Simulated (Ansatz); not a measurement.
# AlFH2S: small, medium and large basis sets

Aim: see how fast density functionals and correlated methods converge with the basis set for AlFH2S.

Method: one geometry, several basis sets; program: Ansatz 0.2.0, Gaussian basis.

Plan: PBE0-D4/def2-SVP; ωB97M-V/def2-SVP; PBE0-D4/def2-QZVPP; ωB97M-V/def2-QZVPP; CCSD(T)/cc-pV(D+d)Z; CCSD(T)/cc-pV(T+d)Z; CCSD(T)/cc-pV(Q+d)Z; the functionals' def2-TZVPP values are taken from earlier runs.

## Step 1: The relaxed structure

The geometry comes from an earlier relaxation with PBE0-D4 in a triple-zeta def2 set; it is a stationary point.

SMILES `[F][AlH][SH]`, 5 atoms, charge 0, spin multiplicity 1.

Atoms are counted from 1 here; the program's logs count them from 0.

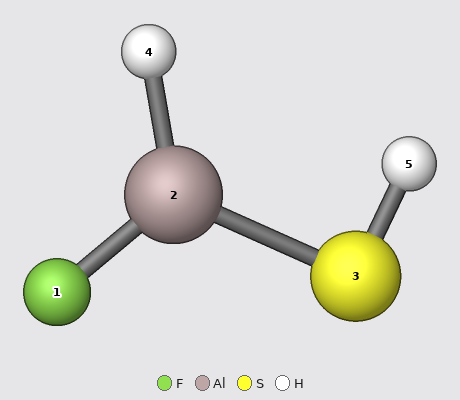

The structure; fluorine green, aluminium light grey, sulfur yellow, hydrogen white; atoms are numbered from 1 in the order of the file.

Geometry (Å):

```xyz
5
AlFH2S
F    -1.20351   -1.53579    0.87752
Al   -0.51388   -0.30905    0.02481
S     1.53610    0.18261    0.53347
H    -1.34112    0.43042   -1.08519
H     1.57231    1.15821   -0.39210
```

## Step 2: PBE0-D4 in def2-SVP

The input, in.yaml:

```yaml
crystal:
  periodic: [false, false, false]
  atoms:
    - {symbol: F, position_ang: [-1.203507, -1.535789, 0.877517]}
    - {symbol: Al, position_ang: [-0.513882, -0.309052, 0.024808]}
    - {symbol: S, position_ang: [1.536104, 0.182613, 0.533468]}
    - {symbol: H, position_ang: [-1.341123, 0.430416, -1.085193]}
    - {symbol: H, position_ang: [1.572310, 1.158211, -0.392100]}
basis:
  gaussian: {orbitals: def2-SVP}
hamiltonian: {xc: pbe0, dispersion: d4}
output: {orbitals: {seedname: orbitals}}
```

Command:

```sh
$ ansatz run in.yaml --threads 2 --pin off --events-out ev --progress --plain --max-ram 32768MiB --backend cpu
```

The log of the run:

```text
Functional definition: PBE0
  name "PBE0"
  cite "Adamo & Barone, J. Chem. Phys. 110, 6158 (1999) doi:10.1063/1.478522"
  cite "Perdew, Burke & Ernzerhof, Phys. Rev. Lett. 77, 3865 (1996) doi:10.1103/PhysRevLett.77.3865"
  parent pbe
  parameter a = 0.25
  parameter kappa = 0.804
  parameter beta = 0.06672455060314922
  exchange = (1 - a)*pbe_x(kappa = kappa, mu = beta*pi^2/3) + a*exact_x
  correlation = pbe_c(beta = beta)
550 factors; integrals over basis functions are off by at most 9.4e-4 eV
mean field evaluation 1: about -20165.3354 eV, gradient 3.5e1 eV
mean field evaluation 2: about -20162.2097 eV, gradient 5.8e1 eV
mean field evaluation 4: about -20167.4686 eV, gradient 1.3e0 eV
mean field evaluation 8: about -20167.5335 eV, gradient 5.7e-2 eV
mean field evaluation 16: about -20167.5335 eV, gradient 8.1e-5 eV
mean field -20167.53348319 eV, -741.1431854621 hartree, gradient 8.1e-5 eV, S^2 0.000000; 0 other end points of the search recorded, 0 dependent functions left out
reference -20167.53350913 eV, -741.1431864155 hartree; 20, 20 occupied and 40, 40 virtual orbitals, 550 factors
Total energy: -20167.60179530 eV, -741.1456958860 hartree
```

It took 1 s on 2 threads, shared host.

## Step 3: ωB97M-V in def2-SVP

in.yaml, as its differences from that of step 2:

```diff
@@ -10,3 +10,3 @@
   gaussian: {orbitals: def2-SVP}
-hamiltonian: {xc: pbe0, dispersion: d4}
+hamiltonian: {xc: {name: wB97M-V}}
 output: {orbitals: {seedname: orbitals}}
```

Same command.

The log of the run (excerpt; [...] marks lines left out):

```text
Functional definition: wB97M-V
  name "wB97M-V"
  cite "Mardirossian & Head-Gordon, J. Chem. Phys. 144, 214110 (2016) doi:10.1063/1.4952647"
  cite "Becke, J. Chem. Phys. 107, 8554 (1997) doi:10.1063/1.475007"
  cite "Vydrov & Van Voorhis, J. Chem. Phys. 133, 244103 (2010) doi:10.1063/1.3521275"
  # Of w^i u^j: cxij and so on, Table III.
[...]
  gx(w, u) = 1 - cx + cx01*u + cx10*w
  gss(w, u) = css00 + css04*u^4 + css10*w + css20*w^2 + css43*w^4*u^3
  gos(w, u) = cos00 + cos10*w + (cos20 + cos21*u)*w^2 + (cos60 + cos61*u)*w^6
[...]
      + integral(e_c_pw_mod_opposite_spin*gos(b97_w_opposite, b97_u_opposite)) + vv10(b, c)
550 factors; integrals over basis functions are off by at most 9.4e-4 eV
179 factors; integrals over basis functions are off by at most 9.7e-6 eV
[...]
mean field -20175.30557982 eV, -741.4288047451 hartree, gradient 3.0e-5 eV, S^2 0.000000; 0 other end points of the search recorded, 0 dependent functions left out
reference -20175.30562121 eV, -741.4288062661 hartree; 20, 20 occupied and 40, 40 virtual orbitals, 550 factors
Total energy: -20175.30562121 eV, -741.4288062661 hartree
```

Wall time 3.4 s (2 threads, shared host).

## Step 4: PBE0-D4 in def2-QZVPP

in.yaml, as its differences from that of step 3:

```diff
@@ -9,4 +9,4 @@
 basis:
-  gaussian: {orbitals: def2-SVP}
-hamiltonian: {xc: {name: wB97M-V}}
+  gaussian: {orbitals: "def2-QZVPP.json"}
+hamiltonian: {xc: pbe0, dispersion: d4}
 output: {orbitals: {seedname: orbitals}}
```

Same command.

The log of the run:

```text
Functional definition: PBE0
  name "PBE0"
  cite "Adamo & Barone, J. Chem. Phys. 110, 6158 (1999) doi:10.1063/1.478522"
  cite "Perdew, Burke & Ernzerhof, Phys. Rev. Lett. 77, 3865 (1996) doi:10.1103/PhysRevLett.77.3865"
  parent pbe
  parameter a = 0.25
  parameter kappa = 0.804
  parameter beta = 0.06672455060314922
  exchange = (1 - a)*pbe_x(kappa = kappa, mu = beta*pi^2/3) + a*exact_x
  correlation = pbe_c(beta = beta)
1092 factors; their error is unknown
mean field evaluation 1: about -20175.2317 eV, gradient 4.1e1 eV
mean field evaluation 2: about -20171.1930 eV, gradient 6.9e1 eV
mean field evaluation 4: about -20177.8664 eV, gradient 1.7e0 eV
mean field evaluation 8: about -20177.8723 eV, gradient 1.3e-2 eV
mean field -20177.89117592 eV, -741.5238236493 hartree, gradient 3.0e-5 eV, S^2 0.000000; 0 other end points of the search recorded, 0 dependent functions left out
reference -20177.89120897 eV, -741.5238248636 hartree; 20, 20 occupied and 237, 237 virtual orbitals, 1092 factors
Total energy: -20177.95949514 eV, -741.5263343341 hartree
```

Run time: 4.5 s. Hardware: 2 threads, shared host; peak memory 0.55 GiB.

## Step 5: ωB97M-V in def2-QZVPP

in.yaml, as its differences from that of step 4:

```diff
@@ -10,3 +10,3 @@
   gaussian: {orbitals: "def2-QZVPP.json"}
-hamiltonian: {xc: pbe0, dispersion: d4}
+hamiltonian: {xc: {name: wB97M-V}}
 output: {orbitals: {seedname: orbitals}}
```

Launched as before.

The log of the run (excerpt; [...] marks lines left out):

```text
Functional definition: wB97M-V
  name "wB97M-V"
  cite "Mardirossian & Head-Gordon, J. Chem. Phys. 144, 214110 (2016) doi:10.1063/1.4952647"
  cite "Becke, J. Chem. Phys. 107, 8554 (1997) doi:10.1063/1.475007"
  cite "Vydrov & Van Voorhis, J. Chem. Phys. 133, 244103 (2010) doi:10.1063/1.3521275"
  # Of w^i u^j: cxij and so on, Table III.
[...]
  gx(w, u) = 1 - cx + cx01*u + cx10*w
  gss(w, u) = css00 + css04*u^4 + css10*w + css20*w^2 + css43*w^4*u^3
  gos(w, u) = cos00 + cos10*w + (cos20 + cos21*u)*w^2 + (cos60 + cos61*u)*w^6
[...]
      + integral(e_c_pw_mod_opposite_spin*gos(b97_w_opposite, b97_u_opposite)) + vv10(b, c)
1021 factors; their error is unknown
221 factors; integrals over basis functions are off by at most 1.5e-5 eV
[...]
mean field -20185.66712923 eV, -741.8095846625 hartree, gradient 2.8e-5 eV, S^2 0.000000; 0 other end points of the search recorded, 0 dependent functions left out
reference -20185.66718384 eV, -741.8095866693 hartree; 20, 20 occupied and 237, 237 virtual orbitals, 1021 factors
Total energy: -20185.66718384 eV, -741.8095866693 hartree
```

Wall time 14 s (2 threads, shared host); peak memory 0.75 GiB.

## Step 6: Functionals by basis

The def2-TZVPP values come from earlier runs at the same geometry.

```
functional       basis  functions  energy (eV)  from the largest (eV)  HOMO (eV)  LUMO (eV)
   PBE0-D4    def2-SVP         60  -20167.6018                 10.358      -7.96      -0.80
   PBE0-D4  def2-TZVPP        143  -20177.2532                  0.706      -8.08      -0.97
   PBE0-D4  def2-QZVPP        257  -20177.9595                  0.000      -8.11      -1.04
   ωB97M-V    def2-SVP         60  -20175.3056                 10.362     -10.08       0.93
   ωB97M-V  def2-TZVPP        143  -20184.9953                  0.672     -10.26       0.65
   ωB97M-V  def2-QZVPP        257  -20185.6672                  0.000     -10.30       0.42
```

## Step 7: CCSD(T) in cc-pV(D+d)Z

in.yaml, as its differences from that of step 5:

```diff
@@ -9,4 +9,3 @@
 basis:
-  gaussian: {orbitals: "def2-QZVPP.json"}
-hamiltonian: {xc: {name: wB97M-V}}
-output: {orbitals: {seedname: orbitals}}
+  gaussian: {orbitals: "cc-pV(D+d)Z.json"}
+correlation: {method: ccsd_t}
```

The command is unchanged.

The log of the run (excerpt; [...] marks lines left out):

```text
Functional definition: HF
  name "HF"
  cite "Fock, Z. Phys. 61, 126 (1930) doi:10.1007/BF01340294"
  parent pbe
[...]
693 factors; integrals over basis functions are off by at most 6.8e-4 eV
[...]
mean field -20141.40928625 eV, -740.1831389321 hartree, gradient 1.0e-6 eV, S^2 0.000000; 0 other end points of the search recorded, 0 dependent functions left out
11 core orbitals not correlated: weight in the atoms' cores, before any rotation towards them, 1.000 or more for the frozen orbitals, at most 0.000 for the correlated occupied ones
reference -20141.40928625 eV, -740.1831389321 hartree; 9, 9 occupied and 50, 50 virtual orbitals, 693 factors
second order -10.50613085 eV of doubles, -0.00000000 eV of singles
cycle   1  -10.92933793 eV  change   -4.2e-1 eV  update   8.1e-2
[...]
cycle   9  -11.26732111 eV  change   -1.4e-5 eV  update   1.5e-5
perturbative correction -0.23198066 eV, -0.0085251321 hartree
Total energy: -20152.90858802 eV, -740.6057304777 hartree
```

Wall time 2.4 s (2 threads, shared host).

## Step 8: CCSD(T) in cc-pV(T+d)Z

in.yaml, as its differences from that of step 7:

```diff
@@ -9,3 +9,4 @@
 basis:
-  gaussian: {orbitals: "cc-pV(D+d)Z.json"}
+  gaussian: {orbitals: "cc-pV(T+d)Z.json"}
 correlation: {method: ccsd_t}
+output: {orbitals: {seedname: orbitals}}
```

Same command.

The log of the run (excerpt; [...] marks lines left out):

```text
Functional definition: HF
  name "HF"
  cite "Fock, Z. Phys. 61, 126 (1930) doi:10.1007/BF01340294"
  parent pbe
[...]
801 factors; integrals over basis functions are off by at most 9.0e-4 eV
[...]
mean field -20143.13245648 eV, -740.2464642702 hartree, gradient 2.0e-6 eV, S^2 0.000000; 0 other end points of the search recorded, 0 dependent functions left out
11 core orbitals not correlated: weight in the atoms' cores, before any rotation towards them, 1.000 or more for the frozen orbitals, at most 0.000 for the correlated occupied ones
reference -20143.13245648 eV, -740.2464642702 hartree; 9, 9 occupied and 116, 116 virtual orbitals, 801 factors
second order -13.82636734 eV of doubles, -0.00000000 eV of singles
cycle   1  -14.14786462 eV  change   -3.2e-1 eV  update   8.1e-2
[...]
cycle   9  -14.53772447 eV  change   -2.1e-5 eV  update   1.7e-5
perturbative correction -0.50264291 eV, -0.0184717864 hartree
Total energy: -20158.17282386 eV, -740.7991875766 hartree
```

It took 11 s on 2 threads, shared host; peak memory 0.69 GiB.

## Step 9: CCSD(T) in cc-pV(Q+d)Z

in.yaml, as its differences from that of step 8:

```diff
@@ -9,4 +9,3 @@
 basis:
-  gaussian: {orbitals: "cc-pV(T+d)Z.json"}
+  gaussian: {orbitals: "cc-pV(Q+d)Z.json"}
 correlation: {method: ccsd_t}
-output: {orbitals: {seedname: orbitals}}
```

Command:

```sh
$ ansatz run in.yaml --threads 2 --pin off --events-out ev --progress --plain --max-ram 32768MiB --backend cuda --devices 0, --max-vram 18GiB
```

The log of the run (excerpt; [...] marks lines left out):

```text
Functional definition: HF
  name "HF"
  cite "Fock, Z. Phys. 61, 126 (1930) doi:10.1007/BF01340294"
  parent pbe
[...]
1484 factors; integrals over basis functions are off by at most 6.5e-4 eV
[...]
mean field -20143.58736017 eV, -740.2631816724 hartree, gradient 2.4e-6 eV, S^2 0.000000; 0 other end points of the search recorded, 0 dependent functions left out
11 core orbitals not correlated: weight in the atoms' cores, before any rotation towards them, 1.000 or more for the frozen orbitals, at most 0.000 for the correlated occupied ones
reference -20143.58736017 eV, -740.2631816724 hartree; 9, 9 occupied and 223, 223 virtual orbitals, 1484 factors
second order -15.06509826 eV of doubles, -0.00000000 eV of singles
cycle   1  -15.26263922 eV  change   -2.0e-1 eV  update   8.1e-2
[...]
cycle   9  -15.65928294 eV  change   -1.9e-5 eV  update   1.8e-5
perturbative correction -0.58863908 eV, -0.0216320873 hartree
Total energy: -20159.83528219 eV, -740.8602817934 hartree
```

Wall time 7 s (1 × H100 (card shared with other runs) with 2 threads, shared host); peak host memory 0.8 GiB.

Energy pieces by basis (eV):

```
      basis           HF  MP2 correlation  CCSD correlation      (T)        total
cc-pV(D+d)Z  -20141.4093         -10.5061          -11.2673  -0.2320  -20152.9086
cc-pV(T+d)Z  -20143.1325         -13.8264          -14.5377  -0.5026  -20158.1728
cc-pV(Q+d)Z  -20143.5874         -15.0651          -15.6593  -0.5886  -20159.8353
```

## Step 10: The basis-set limit

No new run: Hartree-Fock is extrapolated as exp(−5.46√X) and correlation as X^−3.05, with X = 3 and 4.

```
  level  energy at the limit (eV)
     HF               -20143.7244
    MP2               -20159.6714
   CCSD               -20160.1821
CCSD(T)               -20160.8320
```

```
      basis  HF above its limit (eV)  share of the MP2 correlation limit (%)
cc-pV(D+d)Z                    2.315                                    65.9
cc-pV(T+d)Z                    0.592                                    86.7
cc-pV(Q+d)Z                    0.137                                    94.5
```

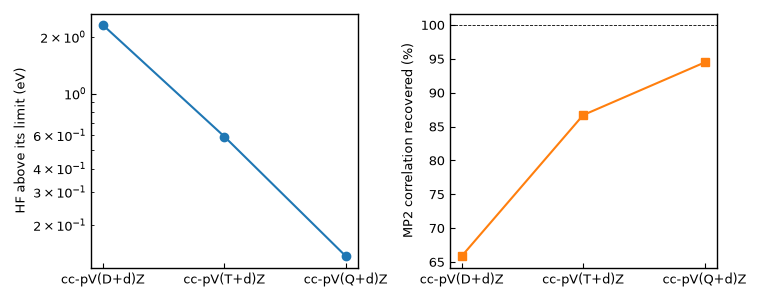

Hartree-Fock converges fast with the basis, correlation slowly.

## Step 11: What came out

| quantity | value |
| --- | --- |
| MP2 correlation recovered, cc-pV(D+d)Z | 65.9 % |
| MP2 correlation recovered, cc-pV(T+d)Z | 86.7 % |
| MP2 correlation recovered, cc-pV(Q+d)Z | 94.5 % |
| CCSD(T) limit from def2 sets (earlier runs) less the limit of this series | -59 meV |
| PBE0-D4: double and triple zeta above quadruple | 10.36, 0.71 eV |
| ωB97M-V: double and triple zeta above quadruple | 10.36, 0.67 eV |

**Reading.** For PBE0-D4 the step from double to triple zeta gains 9.65 eV and the next only 0.71 eV. Correlation climbs from 66 % (cc-pV(D+d)Z) to 94 % (cc-pV(Q+d)Z) of the limit; Hartree-Fock is 0.137 eV from its own by then. A limit from the def2 sets, made apart, differs by 59 meV, a least measure of the doubt on such a limit. These are total energies; as a rule much of such shifts cancels in differences, which this series doesn't test. The LUMO of ωB97M-V is positive and keeps falling with the basis (0.93 to 0.42 eV): an unbound level that the basis holds in place.

For PBE0-D4 the largest set took about 4 times as long as the smallest (4.5 s against 1 s).
